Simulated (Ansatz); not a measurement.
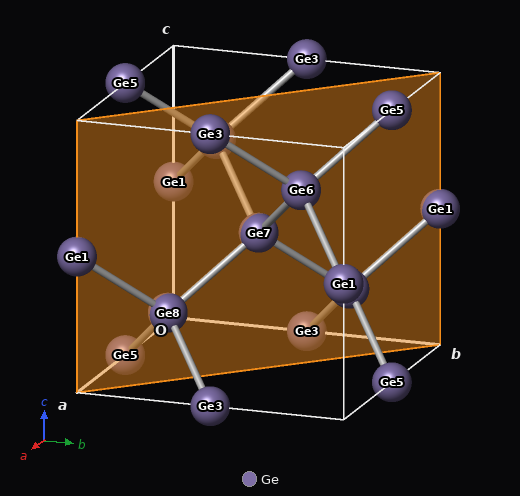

For Ge, the input geometry of an electronic-structure calculation (not necessarily at equilibrium); the starting structure was generated, so it need not be a known form of this composition: the shaded plane is a symmetry element of the crystal. Geometry calculated from the standardised cell; symmetry tolerance 0.002 Å.

a = 5.674 Å, b = 5.674 Å, c = 5.674 Å, α = 90.00°, β = 90.00°, γ = 90.00°.

```tsv
atom	x	y	z
Ge1	0.0000	0.0000	0.5000
Ge2	0.2500	0.7500	0.2500
Ge3	0.0000	0.5000	0.0000
Ge4	0.2500	0.2500	0.7500
Ge5	0.5000	0.0000	0.0000
Ge6	0.7500	0.7500	0.7500
Ge7	0.5000	0.5000	0.5000
Ge8	0.7500	0.2500	0.2500
```

> Is it a mirror or a glide plane, and what is the operation?

It is a mirror plane, parallel to (1 1 0), through (1/2, 1/2, 1/2): x, y, z → −y+1, −x+1, z.

> Onto which atom does it carry each atom (up to whole multiples of a, b and c)?

Ge1 → Ge1, Ge2 → Ge2, Ge3 → Ge5, Ge4 → Ge6, Ge5 → Ge3, Ge6 → Ge4, Ge7 → Ge7, Ge8 → Ge8.

> What is the crystal's space group?

Fd-3m, No. 227, origin choice 1.
